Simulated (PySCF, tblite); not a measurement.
# C₄H₁₃BS: a rotation path, then NMR shifts on frames, part 1 of 2

Aim: move C₄H₁₃BS (`C[BH2-][S@@+](C)CC`) away from its starting geometry and see how NMR shifts follow the geometry.

Programs: tblite 0.8.0 and PySCF 2.14.0, with density-fitted response routines of our own. Each step states its level of theory. These are calculated values for one molecule in the gas phase, unless marked as measured. Atoms are numbered from 0 throughout.

**1. The molecule as given**

19 atoms, charge 0, multiplicity 1; geometry from: GFN2-xTB.

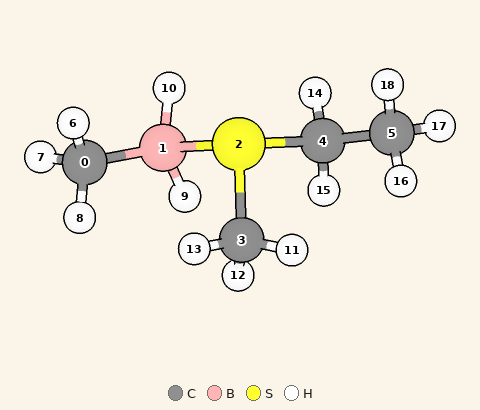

As it starts; carbon grey, boron pink, sulfur yellow, hydrogen white, atoms numbered.

**2. A band between two rotamers with GFN2-xTB**

Job settings and geometry (Å):

```
{"job": {"kind": "neb", "xc": "GFN2-xTB", "basis": "xTB", "atoms": [5, 4, 2, 1], "turn": 120}, "charge": 0, "multiplicity": 1}
C     -2.802201    -0.287956     0.219926
B     -1.625990     0.572369    -0.472020
S      0.084276     0.061413     0.468265
C      0.328865    -1.640071    -0.124745
C      1.283705     0.936719    -0.605813
C      2.709339     0.816942    -0.102962
H     -2.817124    -0.174806     1.303993
H     -3.769452     0.053489    -0.144374
H     -2.746214    -1.354971     0.003028
H     -1.398131     0.301851    -1.610078
H     -1.679303     1.739278    -0.250552
H      1.360557    -1.936464     0.032977
H      0.058348    -1.697691    -1.174442
H     -0.327591    -2.274969     0.460626
H      0.955313     1.975025    -0.597891
H      1.171850     0.541481    -1.614422
H      3.058406    -0.211735    -0.144178
H      3.368682     1.425812    -0.717857
H      2.776861     1.163535     0.924806
```

With the program's defaults for keys left out, this is: GFN2-xTB climbing-image nudged elastic band, gas phase.

The run is started by

```
$ OMP_NUM_THREADS=1 python probes_run.py task.json out
```

One launch serves the whole session: the jobs run in the order shown.

Output:

```text
image   E - E0 / eV
  0      -0.0000
  1       0.0065
  2       0.0295
  3       0.0682
  4       0.1041
  5       0.1074
  6       0.0742
  7       0.0525
  8       0.0339
```

Wall time 3.1 s (1 thread of Arm Neoverse V1, shared host); peak memory 0.18 GiB.

The final band, with the dihedral C5–C4–S2–B1:

| image | dihedral (°) | energy (eV) | energy (kcal/mol) |
| --- | --- | --- | --- |
| 0 | 176 | 0.000 | 0.0 |
| 1 | 193 | 0.006 | 0.1 |
| 2 | 209 | 0.029 | 0.7 |
| 3 | 226 | 0.068 | 1.6 |
| 4 | 243 | 0.104 | 2.4 |
| 5 | 260 | 0.107 | 2.5 |
| 6 | 278 | 0.074 | 1.7 |
| 7 | 297 | 0.053 | 1.2 |
| 8 | 310 | 0.034 | 0.8 |

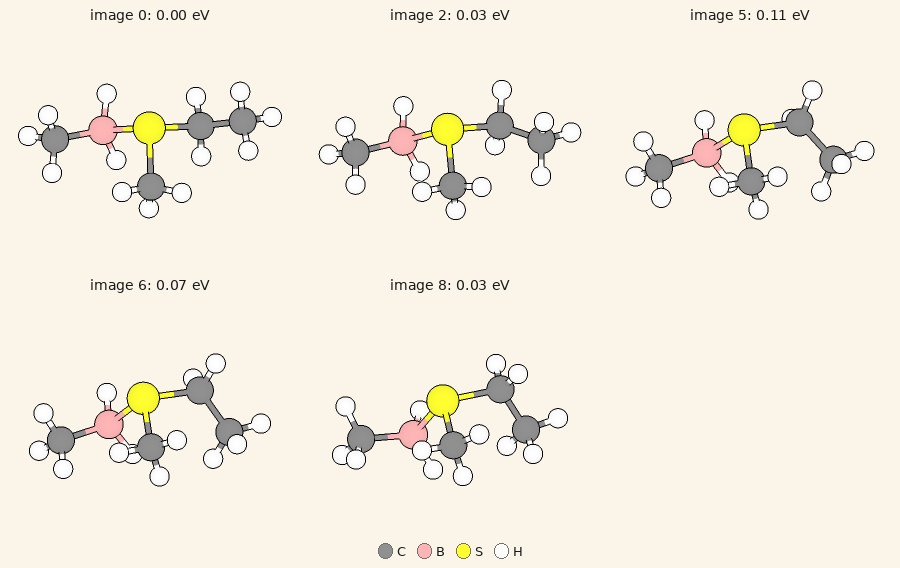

Images along the band.

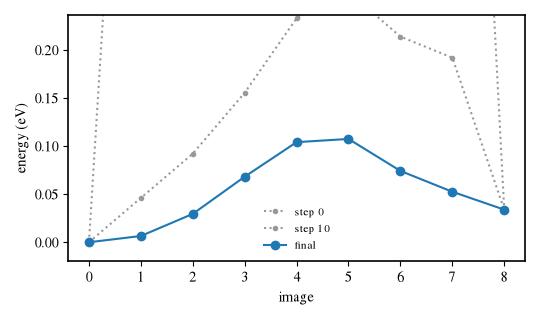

Energy along the band, early and final.

**3. Nuclear shieldings: image 0, PBE0/pcSseg-1**

Job settings and geometry (Å):

```
{"job": {"kind": "nmr", "xc": "PBE0", "basis": "pcSseg-1", "pop": false}, "charge": 0, "multiplicity": 1}
C     -2.802200    -0.288000     0.219900
B     -1.626000     0.572400    -0.472000
S      0.084300     0.061400     0.468300
C      0.328900    -1.640100    -0.124700
C      1.283700     0.936700    -0.605800
C      2.709300     0.816900    -0.103000
H     -2.817100    -0.174800     1.304000
H     -3.769500     0.053500    -0.144400
H     -2.746200    -1.355000     0.003000
H     -1.398100     0.301900    -1.610100
H     -1.679300     1.739300    -0.250600
H      1.360600    -1.936500     0.033000
H      0.058300    -1.697700    -1.174400
H     -0.327600    -2.275000     0.460600
H      0.955300     1.975000    -0.597900
H      1.171800     0.541500    -1.614400
H      3.058400    -0.211700    -0.144200
H      3.368700     1.425800    -0.717900
H      2.776900     1.163500     0.924800
```

With the program's defaults for keys left out, this is: GIAO PBE0/pcSseg-1 NMR shielding, non-relativistic, gas phase.

Output:

```text
coarse grid: 15120 points
cycle   1  E = -582.7509902404  dE =  2.728e-01  |g| = 4.992e-01  |ddm| = 3.591e+00
cycle   2  E = -582.7366572538  dE =  1.433e-02  |g| = 5.593e-01  |ddm| = 1.097e+00
cycle   3  E = -582.8262187344  dE = -8.956e-02  |g| = 3.887e-02  |ddm| = 5.792e-01
cycle   4  E = -582.8265291282  dE = -3.104e-04  |g| = 1.882e-02  |ddm| = 5.823e-02
cycle   5  E = -582.8266190738  dE = -8.995e-05  |g| = 4.980e-03  |ddm| = 2.189e-02
cycle   6  E = -582.8266251450  dE = -6.071e-06  |g| = 1.434e-03  |ddm| = 5.598e-03
final grid: 137624 points
cycle   7  E = -582.8648833367  dE = -4.220e-05  |g| = 1.086e-02  |ddm| = 3.224e-02
cycle   8  E = -582.8648694811  dE =  1.386e-05  |g| = 1.326e-02  |ddm| = 1.914e-02
cycle   9  E = -582.8649134018  dE = -4.392e-05  |g| = 6.890e-04  |ddm| = 1.083e-02
cycle  10  E = -582.8649135322  dE = -1.304e-07  |g| = 1.970e-04  |ddm| = 9.965e-04
cycle  11  E = -582.8649135417  dE = -9.485e-09  |g| = 6.059e-05  |ddm| = 2.304e-04
cycle  12  E = -582.8649135427  dE = -9.377e-10  |g| = 1.469e-05  |ddm| = 7.486e-05
converged SCF energy = -582.8649135427

GIAO shielding tensors (ppm)
atom      isotropic    diamagn.    paramagn.     s11        s22        s33       span
  0 C      188.273     249.699     -61.426    181.942    189.925    192.954     11.012
  1 B      111.270     189.365     -78.095     88.421    105.634    139.753     51.332
  2 S      481.918    1060.124    -578.206    392.338    437.630    615.788    223.450
  3 C      160.549     254.848     -94.299    133.297    157.455    190.896     57.599
  4 C      142.088     254.752    -112.665    118.364    134.176    173.724     55.360
  5 C      172.541     246.661     -74.121    155.449    174.278    187.894     32.445
  6 H       31.866      31.394       0.472     27.433     30.260     37.905     10.472
  7 H       31.420      28.989       2.430     27.083     27.721     39.455     12.372
  8 H       31.849      31.730       0.118     27.088     31.584     36.873      9.785
  9 H       29.519      32.312      -2.793     25.207     29.720     33.629      8.422
 10 H       29.029      31.990      -2.961     25.082     28.643     33.362      8.280
 11 H       29.453      32.028      -2.575     23.925     27.941     36.494     12.569
 12 H       30.085      32.352      -2.267     26.315     27.630     36.309      9.993
 13 H       29.398      31.841      -2.444     24.344     27.168     36.682     12.338
 14 H       28.953      32.903      -3.950     22.903     29.152     34.805     11.902
 15 H       29.538      33.479      -3.941     24.658     29.775     34.181      9.523
 16 H       30.472      30.007       0.464     25.406     30.179     35.830     10.424
 17 H       30.299      27.230       3.068     25.224     27.173     38.499     13.275
 18 H       30.540      29.484       1.056     25.882     28.840     36.897     11.015
```

Wall time 19 s (1 thread of Arm Neoverse V1, shared host); peak memory 0.8 GiB.

Shifts follow as δ = σ(reference) − σ, with reference shieldings (ppm) from runs at the same level and on the same kind of geometry: 1H TMS 31.72, 13C TMS 186.9, 11B BF3·OEt2 100.1, 33S CS2 504. The references are single molecules in the gas phase. Each atom is listed at this fixed geometry, with no averaging over motion; a spectrum would average atoms that exchange fast.

| atoms | environment | σ (ppm) | δ (ppm) |
| --- | --- | --- | --- |
| C4 | sp3 CH2 bonded to S | 142.1 | 44.8 |
| C3 | methyl carbon bonded to S | 160.5 | 26.4 |
| C5 | methyl carbon | 172.5 | 14.4 |
| C0 | methyl carbon bonded to B | 188.3 | -1.3 |
| H14 | hydrogen on an sp3 CH2 bonded to S | 28.95 | 2.76 |
| H10 | hydrogen on a boron bonded to C, S | 29.03 | 2.69 |
| H13 | hydrogen on a methyl carbon bonded to S | 29.40 | 2.32 |
| H11 | hydrogen on a methyl carbon bonded to S | 29.45 | 2.26 |
| H9 | hydrogen on a boron bonded to C, S | 29.52 | 2.20 |
| H15 | hydrogen on an sp3 CH2 bonded to S | 29.54 | 2.18 |
| H12 | hydrogen on a methyl carbon bonded to S | 30.08 | 1.63 |
| H17 | hydrogen on a methyl carbon | 30.30 | 1.42 |
| H16 | hydrogen on a methyl carbon | 30.47 | 1.25 |
| H18 | hydrogen on a methyl carbon | 30.54 | 1.18 |
| H7 | hydrogen on a methyl carbon bonded to B | 31.42 | 0.30 |
| H8 | hydrogen on a methyl carbon bonded to B | 31.85 | -0.13 |
| H6 | hydrogen on a methyl carbon bonded to B | 31.87 | -0.15 |
| B1 | boron bonded to C, S, 2 H | 111.3 | -11.2 |
| S2 | sulfur bonded to 2 C, B | 482 | 22 |

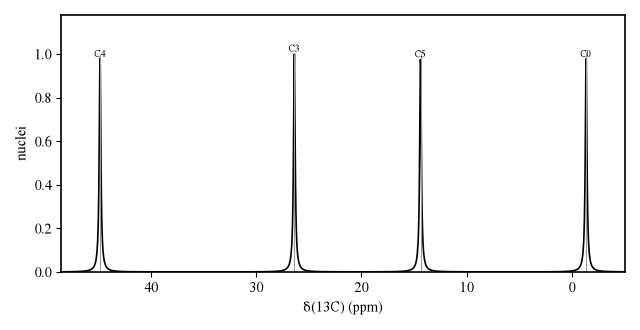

13C lines at the computed shifts, without couplings. Lines are broadened to a width of 0.18 ppm (Lorentzian).

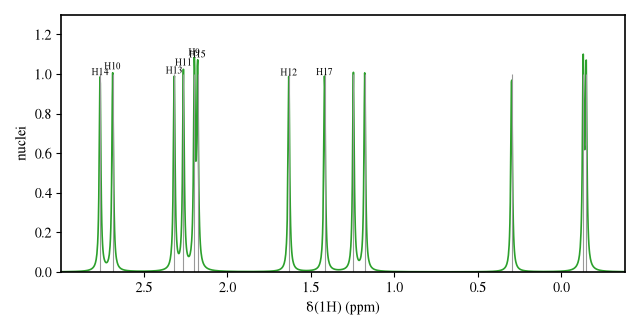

1H lines at the computed shifts, without couplings. Lines are broadened to a width of 0.01 ppm (Lorentzian).

**4. NMR shieldings: image 2, PBE0/pcSseg-1**

Job settings and geometry (Å):

```
{"job": {"kind": "nmr", "xc": "PBE0", "basis": "pcSseg-1", "pop": false}, "charge": 0, "multiplicity": 1}
C     -2.800000    -0.382900     0.099400
B     -1.643700     0.537000    -0.549800
S      0.018000     0.240800     0.568400
C      0.399800    -1.479900     0.125800
C      1.250200     1.144100    -0.449100
C      2.657400     0.593400    -0.333600
H     -2.923100    -0.201700     1.167400
H     -3.758000    -0.160700    -0.367300
H     -2.630400    -1.451300    -0.032500
H     -1.280900     0.206500    -1.636200
H     -1.816800     1.706000    -0.427200
H      1.399700    -1.727800     0.465800
H      0.297400    -1.614100    -0.946400
H     -0.324300    -2.094800     0.647600
H      1.206400     2.163400    -0.066100
H      0.896400     1.138200    -1.479200
H      2.734600    -0.390800    -0.788800
H      3.346000     1.258000    -0.851400
H      2.961500     0.525700     0.707700
```

Level: GIAO PBE0/pcSseg-1 NMR shielding, non-relativistic, gas phase.

Output:

```text
coarse grid: 15120 points
cycle   1  E = -582.7500308838  dE =  2.750e-01  |g| = 4.966e-01  |ddm| = 3.589e+00
cycle   2  E = -582.7353707651  dE =  1.466e-02  |g| = 5.579e-01  |ddm| = 1.081e+00
cycle   3  E = -582.8244026776  dE = -8.903e-02  |g| = 3.978e-02  |ddm| = 5.749e-01
cycle   4  E = -582.8247398278  dE = -3.372e-04  |g| = 1.840e-02  |ddm| = 6.137e-02
cycle   5  E = -582.8248261708  dE = -8.634e-05  |g| = 5.431e-03  |ddm| = 2.269e-02
cycle   6  E = -582.8248335081  dE = -7.337e-06  |g| = 1.379e-03  |ddm| = 5.817e-03
final grid: 137624 points
cycle   7  E = -582.8632100976  dE = -4.772e-05  |g| = 1.099e-02  |ddm| = 3.347e-02
cycle   8  E = -582.8631959287  dE =  1.417e-05  |g| = 1.340e-02  |ddm| = 1.932e-02
cycle   9  E = -582.8632408358  dE = -4.491e-05  |g| = 6.822e-04  |ddm| = 1.099e-02
cycle  10  E = -582.8632409620  dE = -1.261e-07  |g| = 2.120e-04  |ddm| = 1.008e-03
cycle  11  E = -582.8632409732  dE = -1.123e-08  |g| = 6.451e-05  |ddm| = 2.573e-04
cycle  12  E = -582.8632409742  dE = -1.067e-09  |g| = 1.507e-05  |ddm| = 7.953e-05
cycle  13  E = -582.8632409743  dE = -5.969e-11  |g| = 3.703e-06  |ddm| = 1.771e-05
converged SCF energy = -582.8632409743

GIAO shielding tensors (ppm)
atom      isotropic    diamagn.    paramagn.     s11        s22        s33       span
  0 C      187.758     249.665     -61.907    180.528    190.308    192.438     11.910
  1 B      109.922     189.445     -79.522     82.802    107.714    139.251     56.449
  2 S      492.491    1059.680    -567.189    386.666    467.072    623.735    237.069
  3 C      163.941     255.098     -91.156    141.771    162.220    187.833     46.061
  4 C      146.108     253.825    -107.716    118.465    143.662    176.198     57.733
  5 C      173.803     247.844     -74.041    161.452    173.152    186.805     25.353
  6 H       31.888      31.173       0.716     27.454     30.186     38.025     10.571
  7 H       31.400      28.932       2.468     27.063     27.697     39.441     12.378
  8 H       31.814      31.824      -0.009     27.038     31.803     36.602      9.564
  9 H       29.532      32.281      -2.748     25.072     29.887     33.638      8.566
 10 H       28.854      31.739      -2.885     25.027     28.324     33.211      8.184
 11 H       29.570      32.232      -2.661     24.103     28.164     36.444     12.342
 12 H       30.148      32.532      -2.384     26.664     27.347     36.432      9.768
 13 H       29.434      32.037      -2.602     24.099     27.744     36.460     12.360
 14 H       28.995      32.208      -3.214     23.519     27.787     35.679     12.161
 15 H       29.170      32.700      -3.530     23.359     29.958     34.192     10.833
 16 H       30.492      30.556      -0.064     25.344     30.681     35.450     10.106
 17 H       30.252      27.284       2.968     25.253     27.045     38.458     13.205
 18 H       30.801      29.834       0.968     26.259     28.830     37.315     11.056
```

Wall time 19 s (1 thread of Arm Neoverse V1, shared host); peak memory 0.96 GiB.

This run: δ C4 40.8, C3 23.0, C5 13.1, C0 -0.8, H10 2.86, H14 2.72 ppm.

(Continued in part 2 of 2.)
